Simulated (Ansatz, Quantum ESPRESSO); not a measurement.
# Zr2CO2 MXene, 1 layer in a field-effect set-up, part 3 of 8

How rigid are the bands of Zr2CO2 MXene, 1 layer under field-effect doping?

Quantum ESPRESSO 7.5; plane-wave DFT, LDA, GBRV ultrasoft pseudopotentials; geometry by Ansatz 0.2.0 with PAW datasets.

So far. Step 3 (SCF with pw.x: neutral sheet, no gate): The run needed 24 iterations to bring the estimated error under 1e-07 Ry.

### Step 6. Bands along a path: neutral sheet, no gate

A bands run reads the converged density and follows the path given under K_POINTS.

g0.bands.in

```
&control
  prefix = 'g0.bands'
  outdir = './out'
  pseudo_dir = './pseudo'
  calculation = 'bands'
  tefield = .true.
  dipfield = .true.
/
&system
  ibrav = 0
  nat = 5
  ntyp = 3
  ecutwfc = 40
  ecutrho = 200
  occupations = 'smearing'
  smearing = 'fd'
  degauss = 0.004
  edir = 3
  emaxpos = 0.20319
  eopreg = 0.01
  eamp = 0.0
  nbnd = 26
/
&electrons
  conv_thr = 1e-07
  mixing_beta = 0.4
  electron_maxstep = 120
  mixing_mode = 'local-TF'
/
ATOMIC_SPECIES
  O   15.9990  o_lda_v1.2.uspp.F.UPF
  Zr  91.2240  zr_lda_v1.uspp.F.UPF
  C   12.0110  c_lda_v1.2.uspp.F.UPF
CELL_PARAMETERS angstrom
  3.30646442790344 0.00000000000000 0.00000000000000
  -1.65323221395172 2.86348219127396 -0.00000000000000
  0.00000000000000 -0.00000000000000 26.95294679560000
ATOMIC_POSITIONS crystal
  O   0.333333333333 0.666666666667 0.414028247338
  Zr  0.666666666667 0.333333333333 0.448126982311
  C   -0.000000000000 -0.000000000000 0.499999872189
  Zr  0.333333333333 0.666666666667 0.551873119833
  O   0.666666666667 0.333333333333 0.585971778329
K_POINTS crystal_b
4
  0.0000000000 0.0000000000 0.0000000000 14
  0.5000000000 0.0000000000 0.0000000000 14
  0.3333333333 0.3333333333 0.0000000000 14
  0.0000000000 0.0000000000 0.0000000000 1
```

Command:

```sh
$ cp -r out/g0.save out/g0.bands.save
$ cp out/g0.xml out/g0.bands.xml
$ OMP_NUM_THREADS=1 mpirun -n 4 pw.x -nk 4 -in g0.bands.in > g0.bands.out
```

The program printed:

```text
[banner, memory and clock lines left out]
Program PWSCF v.7.5 starts

          URL

     Presently no symmetry can be used with electric field

     Atomic positions and unit cell read from directory:
     ./out/g0.bands.save/

     G-vector sticks info

     bravais-lattice index     =            0
     lattice parameter (alat)  =       6.2483  a.u.
     unit-cell volume          =    1722.1112 (a.u.)^3
     number of atoms/cell      =            5
     number of atomic types    =            3
     number of electrons       =        40.00
     number of Kohn-Sham states=           26
     kinetic-energy cutoff     =      40.0000  Ry
     charge density cutoff     =     200.0000  Ry
     Exchange-correlation= SLA  PZ   NOGX NOGC
                           (   1   1   0   0   0   0   0)

     celldm(1)=   6.248312  celldm(2)=   0.000000  celldm(3)=   0.000000
     celldm(4)=   0.000000  celldm(5)=   0.000000  celldm(6)=   0.000000

     crystal axes: (cart. coord. in units of alat)
               a(1) = (   1.000000   0.000000   0.000000 )
               a(2) = (  -0.500000   0.866025  -0.000000 )
               a(3) = (   0.000000  -0.000000   8.151591 )

     reciprocal axes: (cart. coord. in units 2 pi/alat)
               b(1) = (  1.000000  0.577350  0.000000 )
               b(2) = ( -0.000000  1.154701  0.000000 )
               b(3) = ( -0.000000  0.000000  0.122675 )

     PseudoPot. # 1 for O  read from file:
     ./pseudo/o_lda_v1.2.uspp.F.UPF
     Pseudo is Ultrasoft + core correction, Zval =  6.0
     Generated by new atomic code, or converted to UPF format
     Using radial grid of  737 points,  5 beta functions with:
                l(1) =   0
                l(2) =   0
                l(3) =   1
                l(4) =   1
                l(5) =   2
     Q(r) pseudized with  8 coefficients,  rinner =    0.900   0.900   0.900
                                                       0.900   0.900

     PseudoPot. # 2 for Zr read from file:
     ./pseudo/zr_lda_v1.uspp.F.UPF
     Pseudo is Ultrasoft + core correction, Zval = 12.0
     Generated by new atomic code, or converted to UPF format
     Using radial grid of  887 points,  6 beta functions with:
                l(1) =   0
                l(2) =   0
                l(3) =   1
                l(4) =   1
                l(5) =   2
                l(6) =   2
     Q(r) pseudized with  6 coefficients,  rinner =    1.200   1.200   1.200
                                                       1.200   1.200

     PseudoPot. # 3 for C  read from file:
     ./pseudo/c_lda_v1.2.uspp.F.UPF
     Pseudo is Ultrasoft + core correction, Zval =  4.0
     Generated by new atomic code, or converted to UPF format
     Using radial grid of  721 points,  4 beta functions with:
                l(1) =   0
                l(2) =   0
                l(3) =   1
                l(4) =   1
     Q(r) pseudized with  8 coefficients,  rinner =    1.100   1.100   1.100

     atomic species   valence    mass     pseudopotential
     O                 6.00    15.99900     O ( 1.00)
     Zr               12.00    91.22400     Zr( 1.00)
     C                 4.00    12.01100     C ( 1.00)

     No symmetry found

   Cartesian axes

     site n.     atom                  positions (alat units)
         1        O      tau(   1) = (  -0.0000000   0.5773503   3.3749891  )
         2        Zr     tau(   2) = (   0.5000000   0.2886751   3.6529480  )
         3        C      tau(   3) = (   0.0000000  -0.0000000   4.0757946  )
         4        Zr     tau(   4) = (  -0.0000000   0.5773503   4.4986441  )
         5        O      tau(   5) = (   0.5000000   0.2886751   4.7766025  )

     number of k points=    43  Fermi-Dirac smearing, width (Ry)=  0.0040
                       cart. coord. in units 2pi/alat
        k(    1) = (   0.0000000   0.0000000   0.0000000), wk =   0.0465116
        k(    2) = (   0.0357143   0.0206197   0.0000000), wk =   0.0465116
        k(    3) = (   0.0714286   0.0412393   0.0000000), wk =   0.0465116
        k(    4) = (   0.1071429   0.0618590   0.0000000), wk =   0.0465116
        k(    5) = (   0.1428571   0.0824786   0.0000000), wk =   0.0465116
        k(    6) = (   0.1785714   0.1030983   0.0000000), wk =   0.0465116
        k(    7) = (   0.2142857   0.1237179   0.0000000), wk =   0.0465116
        k(    8) = (   0.2500000   0.1443376   0.0000000), wk =   0.0465116
        k(    9) = (   0.2857143   0.1649572   0.0000000), wk =   0.0465116
        k(   10) = (   0.3214286   0.1855769   0.0000000), wk =   0.0465116
        k(   11) = (   0.3571429   0.2061965   0.0000000), wk =   0.0465116
        k(   12) = (   0.3928571   0.2268162   0.0000000), wk =   0.0465116
        k(   13) = (   0.4285714   0.2474358   0.0000000), wk =   0.0465116
        k(   14) = (   0.4642857   0.2680555   0.0000000), wk =   0.0465116
        k(   15) = (   0.5000000   0.2886751   0.0000000), wk =   0.0465116
        k(   16) = (   0.4880952   0.3092948   0.0000000), wk =   0.0465116
        k(   17) = (   0.4761905   0.3299144   0.0000000), wk =   0.0465116
        k(   18) = (   0.4642857   0.3505341   0.0000000), wk =   0.0465116
        k(   19) = (   0.4523810   0.3711537   0.0000000), wk =   0.0465116
        k(   20) = (   0.4404762   0.3917734   0.0000000), wk =   0.0465116
        k(   21) = (   0.4285714   0.4123930   0.0000000), wk =   0.0465116
        k(   22) = (   0.4166667   0.4330127   0.0000000), wk =   0.0465116
        k(   23) = (   0.4047619   0.4536324   0.0000000), wk =   0.0465116
        k(   24) = (   0.3928571   0.4742520   0.0000000), wk =   0.0465116
        k(   25) = (   0.3809524   0.4948717   0.0000000), wk =   0.0465116
        k(   26) = (   0.3690476   0.5154913   0.0000000), wk =   0.0465116
        k(   27) = (   0.3571429   0.5361110   0.0000000), wk =   0.0465116
        k(   28) = (   0.3452381   0.5567306   0.0000000), wk =   0.0465116
        k(   29) = (   0.3333333   0.5773503   0.0000000), wk =   0.0465116
        k(   30) = (   0.3095238   0.5361110   0.0000000), wk =   0.0465116
        k(   31) = (   0.2857143   0.4948717   0.0000000), wk =   0.0465116
        k(   32) = (   0.2619048   0.4536324   0.0000000), wk =   0.0465116
        k(   33) = (   0.2380952   0.4123930   0.0000000), wk =   0.0465116
        k(   34) = (   0.2142857   0.3711537   0.0000000), wk =   0.0465116
        k(   35) = (   0.1904762   0.3299144   0.0000000), wk =   0.0465116
        k(   36) = (   0.1666667   0.2886751   0.0000000), wk =   0.0465116
        k(   37) = (   0.1428571   0.2474358   0.0000000), wk =   0.0465116
        k(   38) = (   0.1190476   0.2061965   0.0000000), wk =   0.0465116
[...]
k = 0.4643 0.3505 0.0000 (  7358 PWs)   bands (ev):

   -49.7001 -49.6876 -28.5302 -28.4464 -27.8854 -27.8321 -27.7502 -27.7485
   -18.5829 -18.5468  -9.9379  -6.7628  -6.1326  -5.3442  -5.2245  -4.7378
    -4.6333  -3.9280  -2.5145  -2.4034  -0.0528   1.9196   2.5411   2.9353
     3.1113   3.4341

          k = 0.4524 0.3712 0.0000 (  7360 PWs)   bands (ev):

   -49.6991 -49.6872 -28.5196 -28.4383 -27.8813 -27.8547 -27.7688 -27.7498
   -18.5741 -18.5404  -9.9446  -6.6996  -6.1110  -5.2995  -5.2672  -4.7506
    -4.6397  -3.9067  -2.5463  -2.5427   0.0708   1.9240   2.4455   2.8824
     3.1229   3.4509

          k = 0.4405 0.3918 0.0000 (  7366 PWs)   bands (ev):

   -49.6979 -49.6866 -28.5062 -28.4284 -27.8818 -27.8764 -27.7934 -27.7502
   -18.5636 -18.5328  -9.9520  -6.6201  -6.0825  -5.3160  -5.2482  -4.7686
    -4.6490  -3.8791  -2.7005  -2.5841   0.2035   1.9310   2.3391   2.8276
     3.1365   3.4659

          k = 0.4286 0.4124 0.0000 (  7358 PWs)   bands (ev):

   -49.6965 -49.6860 -28.4903 -28.4168 -27.9125 -27.8711 -27.8209 -27.7515
   -18.5520 -18.5245  -9.9596  -6.5259  -6.0472  -5.3680  -5.1936  -4.7935
    -4.6611  -3.8454  -2.8550  -2.6402   0.3367   1.9397   2.2288   2.7748
     3.1530   3.4787

          k = 0.4167 0.4330 0.0000 (  7354 PWs)   bands (ev):

   -49.6950 -49.6853 -28.4721 -28.4039 -27.9459 -27.8696 -27.8462 -27.7537
   -18.5400 -18.5161  -9.9666  -6.4191  -6.0060  -5.4200  -5.1393  -4.8272
    -4.6759  -3.8057  -3.0000  -2.7118   0.4640   1.9478   2.1206   2.7275
     3.1735   3.4891

          k = 0.4048 0.4536 0.0000 (  7346 PWs)   bands (ev):

   -49.6933 -49.6847 -28.4521 -28.3904 -27.9808 -27.8904 -27.8497 -27.7567
   -18.5280 -18.5078  -9.9725  -6.3024  -5.9604  -5.4694  -5.0889  -4.8719
    -4.6929  -3.7604  -3.1270  -2.7980   0.5802   1.9516   2.0201   2.6884
     3.1990   3.4969

          k = 0.3929 0.4743 0.0000 (  7330 PWs)   bands (ev):

   -49.6917 -49.6841 -28.4307 -28.3770 -28.0161 -27.9206 -27.8427 -27.7607
   -18.5167 -18.5003  -9.9768  -6.1796  -5.9123  -5.5131  -5.0489  -4.9251
    -4.7116  -3.7100  -3.2296  -2.8965   0.6815   1.9320   1.9474   2.6595
     3.2297   3.5015

          k = 0.3810 0.4949 0.0000 (  7330 PWs)   bands (ev):

   -49.6900 -49.6837 -28.4088 -28.3645 -28.0502 -27.9501 -27.8340 -27.7655
   -18.5066 -18.4939  -9.9794  -6.0566  -5.8641  -5.5474  -5.0534  -4.9545
    -4.7316  -3.6552  -3.3045  -3.0035   0.7650   1.8608   1.9330   2.6410
     3.2654   3.5018

          k = 0.3690 0.5155 0.0000 (  7304 PWs)   bands (ev):

   -49.6885 -49.6835 -28.3874 -28.3542 -28.0813 -27.9758 -27.8246 -27.7714
   -18.4980 -18.4889  -9.9802  -5.9434  -5.8186  -5.5652  -5.1289  -4.9314
    -4.7526  -3.5967  -3.3522  -3.1142   0.8287   1.8105   1.9085   2.6314
     3.3050   3.4962

          k = 0.3571 0.5361 0.0000 (  7312 PWs)   bands (ev):

   -49.6871 -49.6835 -28.3684 -28.3471 -28.1069 -27.9958 -27.8149 -27.7782
   -18.4913 -18.4855  -9.9797  -5.8574  -5.7792  -5.5532  -5.2276  -4.8976
    -4.7751  -3.5354  -3.3772  -3.2221   0.8721   1.7840   1.8765   2.6276
     3.3468   3.4830

          k = 0.3452 0.5567 0.0000 (  7314 PWs)   bands (ev):

   -49.6860 -49.6837 -28.3540 -28.3444 -28.1242 -28.0083 -27.8051 -27.7862
   -18.4868 -18.4838  -9.9786  -5.8143  -5.7501  -5.5007  -5.3302  -4.8631
    -4.8001  -3.4728  -3.3858  -3.3196   0.8960   1.7826   1.8409   2.6267
     3.3884   3.4606

          k = 0.3333 0.5774 0.0000 (  7314 PWs)   bands (ev):

   -49.6855 -49.6839 -28.3470 -28.3455 -28.1303 -28.0125 -27.7959 -27.7946
   -18.4849 -18.4837  -9.9780  -5.8046  -5.7381  -5.4227  -5.4225  -4.8297
    -4.8296  -3.4236  -3.3847  -3.3844   0.9033   1.8050   1.8060   2.6267
     3.4275   3.4285

          k = 0.3095 0.5361 0.0000 (  7306 PWs)   bands (ev):

   -49.6873 -49.6835 -28.3594 -28.3502 -28.1083 -27.9978 -27.8170 -27.7766
   -18.4906 -18.4861  -9.9834  -5.8195  -5.7996  -5.5181  -5.2791  -4.9091
    -4.7711  -3.4895  -3.3745  -3.2686   0.8815   1.7476   1.9105   2.6261
     3.3325   3.4947

          k = 0.2857 0.4949 0.0000 (  7312 PWs)   bands (ev):

   -49.6915 -49.6841 -28.3734 -28.3609 -28.0578 -27.9619 -27.8436 -27.7599
   -18.5039 -18.4964 -10.0071  -5.9153  -5.8453  -5.5175  -5.2399  -4.9844
    -4.7368  -3.4590  -3.3743  -3.1300   0.8308   1.7176   2.0598   2.6233
     3.2086   3.5425

          k = 0.2619 0.4536 0.0000 (  7342 PWs)   bands (ev):

   -49.6977 -49.6864 -28.3760 -28.3588 -27.9968 -27.9156 -27.8748 -27.7461
   -18.5233 -18.5144 -10.0581  -5.9850  -5.8816  -5.4889  -5.3534  -4.9857
    -4.7428  -3.3895  -3.3569  -2.9806   0.7634   1.7156   2.2042   2.6038
     3.0936   3.5684

          k = 0.2381 0.4124 0.0000 (  7350 PWs)   bands (ev):

   -49.7058 -49.6906 -28.3602 -28.3357 -27.9341 -27.9102 -27.8661 -27.7354
   -18.5482 -18.5394 -10.1376  -5.9906  -5.9400  -5.5101  -5.4390  -4.9757
    -4.7964  -3.4142  -3.2317  -2.8157   0.6839   1.7298   2.3068   2.5321
     3.0437   3.5500

          k = 0.2143 0.3712 0.0000 (  7360 PWs)   bands (ev):

   -49.7155 -49.6964 -28.3237 -28.2893 -27.9493 -27.8731 -27.8182 -27.7273
   -18.5782 -18.5715 -10.2378  -6.0285  -5.9533  -5.6385  -5.3614  -4.9994
    -4.8886  -3.4378  -3.0989  -2.6372   0.5952   1.7372   2.3641   2.4212
     3.0579   3.4509

          k = 0.1905 0.3299 0.0000 (  7362 PWs)   bands (ev):

   -49.7267 -49.7038 -28.2674 -28.2207 -27.9902 -27.8170 -27.7765 -27.7190
   -18.6134 -18.6111 -10.3451  -6.1320  -5.9087  -5.7311  -5.2785  -5.0716
    -4.9794  -3.4428  -2.9501  -2.4524   0.5055   1.6986   2.3456   2.3920
     3.0719   3.2633

          k = 0.1667 0.2887 0.0000 (  7378 PWs)   bands (ev):

   -49.7386 -49.7122 -28.1948 -28.1335 -28.0316 -27.7669 -27.7500 -27.7021
   -18.6594 -18.6533 -10.4448  -6.2220  -5.8828  -5.8048  -5.3008  -5.1930
    -4.9686  -3.3953  -2.7732  -2.2730   0.4313   1.5920   2.3420   2.3927
     3.0159   3.0358

          k = 0.1429 0.2474 0.0000 (  7355 PWs)   bands (ev):

   -49.7509 -49.7212 -28.1123 -28.0751 -28.0298 -27.7397 -27.7235 -27.6742
   -18.7154 -18.6983 -10.5256  -6.2810  -5.8846  -5.8700  -5.4164  -5.3514
    -4.9086  -3.2460  -2.5626  -2.1185   0.3929   1.4467   2.3290   2.3612
     2.7659   2.9436

          k = 0.1190 0.2062 0.0000 (  7373 PWs)   bands (ev):

   -49.7628 -49.7302 -28.1121 -28.0288 -27.9233 -27.7320 -27.6872 -27.6456
   -18.7778 -18.7466 -10.5810  -6.3072  -5.9259  -5.9147  -5.5342  -5.5254
    -4.9156  -2.9662  -2.3273  -2.0093   0.4062   1.2956   2.1309   2.3196
     2.5907   2.8560

          k = 0.0952 0.1650 0.0000 (  7367 PWs)   bands (ev):

   -49.7736 -49.7386 -28.1460 -27.9568 -27.8175 -27.7166 -27.6580 -27.6213
   -18.8425 -18.7956 -10.6108  -6.3130  -5.9668  -5.9655  -5.6881  -5.6264
    -4.9953  -2.5780  -2.1347  -1.9094   0.4757   1.1449   1.8284   2.2053
     2.4676   2.8350

          k = 0.0714 0.1237 0.0000 (  7385 PWs)   bands (ev):

   -49.7828 -49.7459 -28.1743 -27.9078 -27.7224 -27.6877 -27.6356 -27.6022
   -18.9039 -18.8414 -10.6196  -6.3199  -6.0241  -5.9934  -5.8019  -5.6925
    -5.1112  -2.1328  -2.1306  -1.6864   0.5891   0.9829   1.4989   2.1016
     2.3377   2.8674

          k = 0.0476 0.0825 0.0000 (  7377 PWs)   bands (ev):

   -49.7897 -49.7514 -28.1954 -27.8828 -27.6510 -27.6472 -27.6191 -27.5889
   -18.9549 -18.8790 -10.6157  -6.3390  -6.0694  -6.0393  -5.8259  -5.7405
    -5.2247  -2.2246  -1.6814  -1.4318   0.7020   0.8125   1.2006   2.0452
     2.1955   2.9369

          k = 0.0238 0.0412 0.0000 (  7391 PWs)   bands (ev):

   -49.7941 -49.7549 -28.2085 -27.8727 -27.6208 -27.6132 -27.5950 -27.5813
   -18.9888 -18.9039 -10.6085  -6.3611  -6.0948  -6.0853  -5.8002  -5.7729
    -5.3055  -2.3154  -1.3116  -1.2332   0.6701   0.6866   1.0686   2.0210
     2.0691   3.0140

          k = 0.0000 0.0000 0.0000 (  7375 PWs)   bands (ev):

   -49.7956 -49.7561 -28.2130 -27.8701 -27.6093 -27.6093 -27.5790 -27.5790
   -19.0007 -18.9126 -10.6051  -6.3706  -6.1023  -6.1023  -5.7851  -5.7851
    -5.3344  -2.3522  -1.1558  -1.1558   0.6122   0.6122   1.0784   2.0143
     2.0143   3.0485

     XML data file, pseudopotentials, collected wavefunctions

                                        0.00s GPU  (     361 calls)
[key lines of the parts left out:]
Dipole field         -0.0000 Ry au,
```

It took 19 s on 4 MPI ranks of Arm Neoverse V2, shared host; peak memory 0.38 GiB; 77 s of CPU time.

Numbers from this step:

```
valence top, on the run's zero       : -1.156 eV
conduction bottom, on the run's zero : -0.2512 eV
gap by band count                    : 0.9046 eV
```

Band numbers count within the set of bands kept for display. The electronic bands at the labelled points (eV, zero at the highest filled level of the SCF mesh; v1 is the highest filled band, c1 the lowest empty one):

```csv
point,v4,v3,v2,v1,c1,c2,c3,c4
Γ,-4.18,-1.19,0.00,0.00,1.77,1.77,2.24,3.17
M,-3.47,-2.80,-1.33,-1.02,0.91,3.08,3.85,4.18
K,-3.67,-2.27,-2.23,-2.23,2.06,2.96,2.96,3.79
Γ,-4.18,-1.19,0.00,0.00,1.77,1.77,2.24,3.17
```

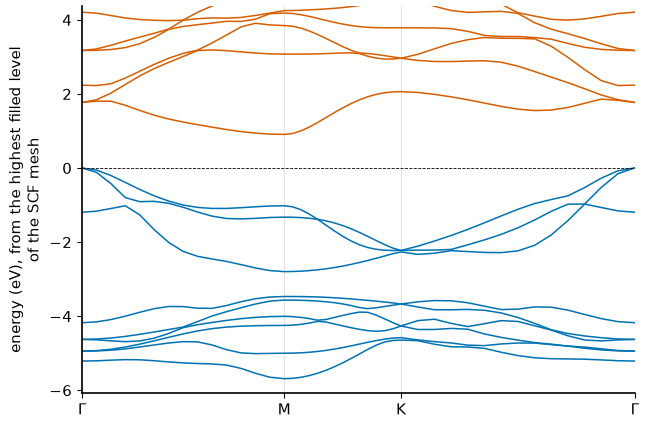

Electronic bands along the path; lines of filled and empty bands in two colours.

Along this path the valence top lies at Γ and the conduction bottom at M.

[end of part 3 of 8]

[Logs are printed without paths, hosts, clocks, repeated set-up lines and the standing remarks that a program may print on its own settings, such as how far it seeks lower states.]

[Hosts, paths, dates, database ids (printed as entryN), source tags and the programs' standing remarks are cut or masked in the printed files.]

[Maps of the electrostatic potential energy from Ansatz leave out the sawtooth potential of an applied field or a dipole correction, so their vacuum need not be flat; planar profiles and work functions include it.]
